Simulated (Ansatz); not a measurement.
C$_{3}$H$_{8}$OSi (SMILES C1CO[SiH2]C1)

```xyz
13

C    -0.9150    0.3334    0.5686
C    -0.0016   -0.7135    1.2016
O     0.7062   -1.3905    0.1704
Si    0.8849   -0.4454   -1.1817
C    -0.1330    1.0102   -0.5680
H    -1.2693    1.0459    1.3187
H    -1.7946   -0.1707    0.1561
H     0.7165   -0.2372    1.8823
H    -0.5667   -1.4534    1.7738
H     2.3159   -0.1330   -1.4424
H     0.3343   -1.1410   -2.3756
H     0.5288    1.7900   -0.1789
H    -0.7858    1.4706   -1.3101
```

Geometry: PBE0-D4/def2-TZVP.

Computed with Ansatz, RKS PBE0-D4/def2-TZVPP.

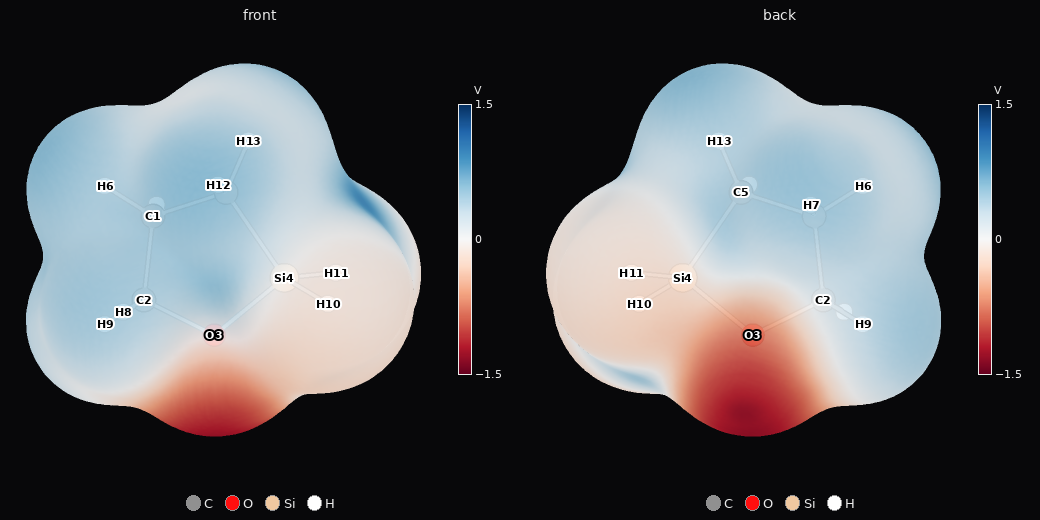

Figure 1. The electrostatic potential painted on the density surface at 0.001 e/bohr³, seen from the front and from behind; the colour scale runs from red (negative) to blue (positive).

Q: Where is the surface potential most negative and most positive?

A: The most negative region (about −1.3 V, or −30 kcal/mol for a unit charge) lies over O3, the most positive (about +0.8 V, or +18 kcal/mol for a unit charge) over Si4. O3 is the likeliest acceptor of a hydrogen bond.

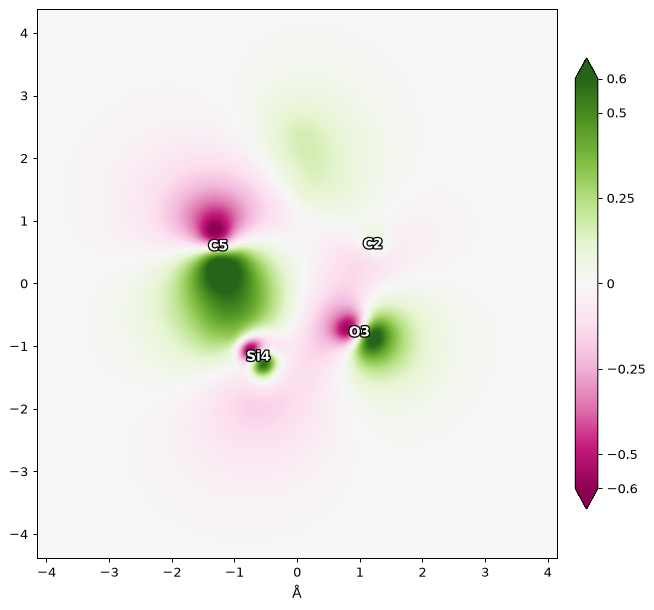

Figure 2. The HOMO−1 on the plane of atoms C2, O3 and Si4 (values in Å⁻³ᐟ²; the overall sign is arbitrary).

Q: Describe this orbital and give its energy.

A: By Hirshfeld shares it lies mainly on C5 (about 35 %), Si4 (about 25 %), O3 (about 10 %) and C1 (about 10 %). Its energy is −8.53 eV.

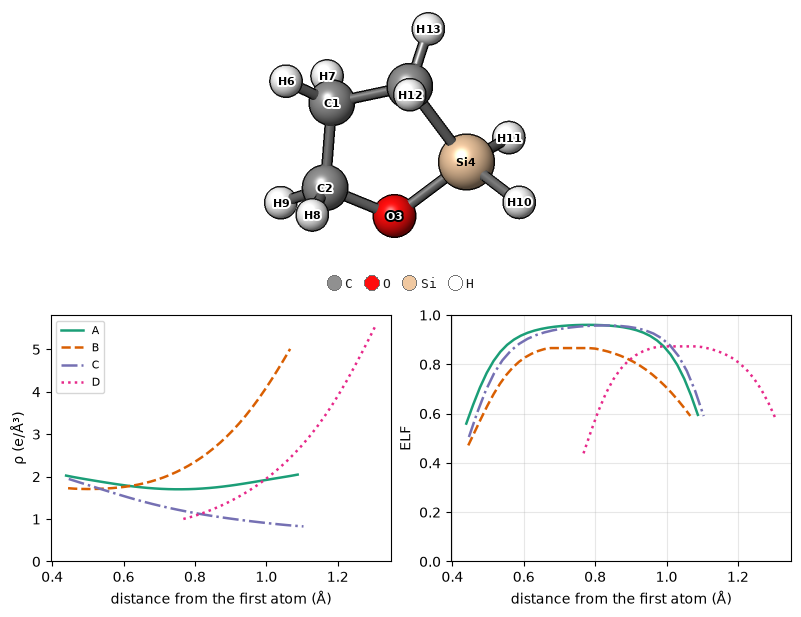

Figure 3. Total electron density and electron localisation function along straight lines between neighbouring atoms. The curves leave out the atomic cores. The structure is drawn too.

Q: Which curve belongs to which contact (C–C, C–O, C–Si and Si–O)? The first atom named is at distance zero.

A: Curve A: C–C (1.53 Å): ρ is about 1.7 e/Å³ halfway; the ELF peaks at about 0.95 between the atoms (a covalent bond). Curve B: C–O (1.42 Å): ρ is about 2 e/Å³ halfway, with its minimum of 1.7 e/Å³ about 0.5 Å from C; the ELF peaks at about 0.85 between the atoms; a polar covalent bond. Curve C: C–Si (1.88 Å): ρ is about 0.97 e/Å³ halfway; the ELF peaks at about 0.95 between the atoms; a shared electron pair. Curve D: Si–O (1.66 Å): ρ is about 1.2 e/Å³ halfway; the ELF peaks at about 0.85 between the atoms, as expected for a shared but strongly polarised pair.
